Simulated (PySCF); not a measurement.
# C2H9AlN− (SMILES CC[NH][AlH3-]) at 6 levels

We compute a comparison of 6 runs (HF/STO-3G, HF/3-21G, B3LYP/6-31G*, PBE0/def2-SVP, TPSSh/def2-SVP, B3LYP/def2-TZVP) of C2H9AlN−. The job is set up through a Python script.

The results are computed with PySCF 2.14.0.

## 1. Starting point

C2H9AlN−: 13 atoms, total charge -1, spin state singlet. As SMILES, `CC[NH][AlH3-]`. Geometry: a GFN2-xTB relaxation, a rough one for these elements and not checked as a minimum. This is one conformer, not always the lowest.

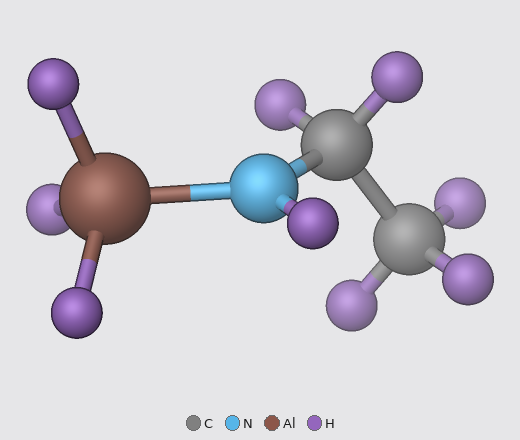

The structure, seen from a chosen angle (carbon grey, nitrogen blue, aluminium brown, hydrogen purple).

## 2. Energy and forces at HF/STO-3G (run 1)

File start.xyz:

```xyz
13

C     -1.027400     1.579780    -0.312150
C     -0.007790     0.822250     0.557020
N      0.715130    -0.184990    -0.158860
Al     0.693280    -2.021480    -0.018540
H     -0.516760     2.114160    -1.113710
H     -1.592680     2.298720     0.282760
H     -1.713680     0.865300    -0.759590
H     -0.544900     0.316480     1.364980
H      0.665390     1.574200     1.021970
H      1.266580     0.244670    -0.898180
H      0.983230    -2.607770    -1.506420
H     -0.762610    -2.485450     0.527470
H      1.842190    -2.515900     1.013250
```

File calc.py:

```python
# CC[NH][AlH3-]
from pyscf import gto, scf

mol = gto.Mole()
mol.atom = 'start.xyz'
mol.spin = 0
mol.verbose = 4
mol.max_memory = 1860
mol.charge = -1
mol.basis = 'sto-3g'
mol.build()

mf = scf.RHF(mol)
mf.conv_tol = 1e-10
mf.kernel()
if not mf.converged:
    mf = mf.newton().run(mf.mo_coeff, mf.mo_occ)

e_final = mf.e_tot
print(f'total energy: {e_final:.8f} hartree')
grad = mf.nuc_grad_method().kernel()
mf.analyze()
```

Run with:

```bash
$ OMP_NUM_THREADS=1 python calc.py
```

What it wrote:

```text
PySCF version 2.14.0

[... 65 lines left out ...]
converged SCF energy = -372.67492818221
[... 21 lines left out ...]
MO #1   energy= -57.4847543622177  occ= 2
[... 7 lines left out ...]
MO #9   energy= -0.873962166717396 occ= 2
[... 7 lines left out ...]
MO #17  energy= -0.243887968120808 occ= 2
[... 7 lines left out ...]
MO #25  energy= 0.842041079017586  occ= 0
[... 7 lines left out ...]
MO #33  energy= 1.07618268944448   occ= 0
[... 50 lines left out ...]
WARN: System has nonzero charge -1; the dipole moment is origin-dependent.
Location of origin: [0. 0. 0.]

Dipole moment(X, Y, Z, Debye): -2.87148,  8.12668, -0.15203
```

Wall time 2.4 s (1 thread of Intel Xeon at 2.70GHz, shared host); peak memory 0.12 GiB.

## 3. Energy and gradient at HF/3-21G (run 2)

File job.py:

```python
from pyscf import gto, scf

molecule = gto.M(
    atom=[
    ('C', (-1.027400, 1.579780, -0.312150)),
    ('C', (-0.007790, 0.822250, 0.557020)),
    ('N', (0.715130, -0.184990, -0.158860)),
    ('Al', (0.693280, -2.021480, -0.018540)),
    ('H', (-0.516760, 2.114160, -1.113710)),
    ('H', (-1.592680, 2.298720, 0.282760)),
    ('H', (-1.713680, 0.865300, -0.759590)),
    ('H', (-0.544900, 0.316480, 1.364980)),
    ('H', (0.665390, 1.574200, 1.021970)),
    ('H', (1.266580, 0.244670, -0.898180)),
    ('H', (0.983230, -2.607770, -1.506420)),
    ('H', (-0.762610, -2.485450, 0.527470)),
    ('H', (1.842190, -2.515900, 1.013250)),
],
    verbose=4,
    basis='3-21g',
    max_memory=1860,
    charge=-1,
    spin=0,
)

calc0 = scf.RHF(molecule)
calc0.conv_tol = 1e-10
calc0.kernel()
if not calc0.converged:
    calc0 = calc0.newton().run(calc0.mo_coeff, calc0.mo_occ)

energy = calc0.e_tot
print(f'total energy: {energy:.8f} hartree')
grad = calc0.nuc_grad_method().kernel()
calc0.analyze()
```

Run with:

```bash
$ OMP_NUM_THREADS=1 python job.py
```

What it wrote:

```text
PySCF version 2.14.0

[... 84 lines left out ...]
Two-electron Energy =                  308.947861450685878
[... 13 lines left out ...]
MO #10  energy= -0.820581552852151 occ= 2
[... 11 lines left out ...]
MO #22  energy= 0.339990804584393  occ= 0
[... 11 lines left out ...]
MO #34  energy= 0.610497980556348  occ= 0
[... 11 lines left out ...]
MO #46  energy= 1.49491738642345   occ= 0
[... 11 lines left out ...]
MO #58  energy= 3.01161917644314   occ= 0
[... 75 lines left out ...]
WARN: System has nonzero charge -1; the dipole moment is origin-dependent.
Location of origin: [0. 0. 0.]

Dipole moment(X, Y, Z, Debye): -2.86608,  9.03013, -0.26684
```

Wall time 2.9 s (1 thread of Intel Xeon at 2.70GHz, shared host); peak memory 0.13 GiB.

Runs 3 to 5 aren't shown in full; the table further down has their settings and results.

## 4. Energy and forces at B3LYP/def2-TZVP (run 6)

File calc.py:

```python
from pyscf import gto, dft

molecule = gto.Mole()
molecule.atom = '''
C     -1.941505     2.985352    -0.589878
C     -0.014721     1.553827     1.052615
N      1.351400    -0.349580    -0.300202
Al     1.310109    -3.820044    -0.035036
H     -0.976535     3.995183    -2.104607
H     -3.009729     4.343951     0.534339
H     -3.238386     1.635180    -1.435417
H     -1.029712     0.598061     2.579438
H      1.257405     2.974807     1.931243
H      2.393489     0.462359    -1.697314
H      1.858035    -4.927971    -2.846721
H     -1.441124    -4.696820     0.996774
H      3.481235    -4.754362     1.914765
'''
molecule.charge = -1
molecule.verbose = 4
molecule.unit = 'bohr'
molecule.basis = 'def2-tzvp'
molecule.max_memory = 1860
molecule.build()

myscf = dft.RKS(molecule)
myscf.xc = 'b3lyp'
myscf.grids.level = 5
myscf.conv_tol = 1e-10
myscf.kernel()
if not myscf.converged:
    myscf = myscf.newton().run(myscf.mo_coeff, myscf.mo_occ)

energy = myscf.e_tot
print('E = %.10f Eh' % energy)
grad = myscf.nuc_grad_method().kernel()
myscf.analyze()
```

Run with:

```bash
$ OMP_NUM_THREADS=1 python calc.py
```

What it wrote:

```text
PySCF version 2.14.0

[... 124 lines left out ...]
MO #19  energy= -0.0862644348826209 occ= 2
[... 32 lines left out ...]
MO #52  energy= 0.608164698579744  occ= 0
[... 32 lines left out ...]
MO #85  energy= 1.34902885122515   occ= 0
[... 32 lines left out ...]
MO #118 energy= 2.44851311009299   occ= 0
[... 32 lines left out ...]
MO #151 energy= 3.56942943437387   occ= 0
[... 32 lines left out ...]
MO #184 energy= 32.3110526885518   occ= 0
[... 201 lines left out ...]
WARN: System has nonzero charge -1; the dipole moment is origin-dependent.
Location of origin: [0. 0. 0.]

Dipole moment(X, Y, Z, Debye): -2.64746,  8.72689, -0.26138
```

It took 3.1 min on 1 thread of Intel Xeon at 2.70GHz, shared host; peak memory 2.6 GiB.

## 5. The series

```
run                               level  Cartesian functions  integration grid  energy (Eh)  HOMO energy (eV)  LUMO energy (eV)  HOMO–LUMO gap (eV)  wall time
  1                           HF/STO-3G                   no                 –  -372.674928             -0.30             20.77               21.07      2.4 s
  2                            HF/3-21G                   no                 –  -375.269589             -3.64              9.25               12.89      2.9 s
  3  B3LYP/6-31G* (Cartesian functions)                  yes                 5  -378.850681             -0.29              5.67                5.97       46 s
  4                       PBE0/def2-SVP                   no                 5  -378.384768             -0.74              5.52                6.25       59 s
  5                      TPSSh/def2-SVP                   no                 5  -378.704157             -0.06              5.26                5.32       81 s
  6                     B3LYP/def2-TZVP                   no                 5  -378.946560             -0.79              4.42                5.21    3.1 min
```

## 6. What came out

| quantity | value |
| --- | --- |
| run 6: total energy | -378.94656 Eh |
| run 6: HOMO energy | -0.79 eV |
| run 6: LUMO energy | 4.42 eV |
| run 6: HOMO–LUMO gap (to an unbound level, set by the basis) | 5.21 eV |
| run 6: largest force on an atom | 0.818 eV/Å |

**Reading.** The HOMO–LUMO gap runs from 5.21 eV (B3LYP/def2-TZVP) to 21.07 eV (HF/STO-3G). The two ends differ in method and basis. The empty levels of an anion lie above zero and hang on the basis. Totals of different functionals can't be ranked against each other. In run 1 the basis is minimal, so the values are rough. All runs together took 6.3 min, the longest 3.1 min.
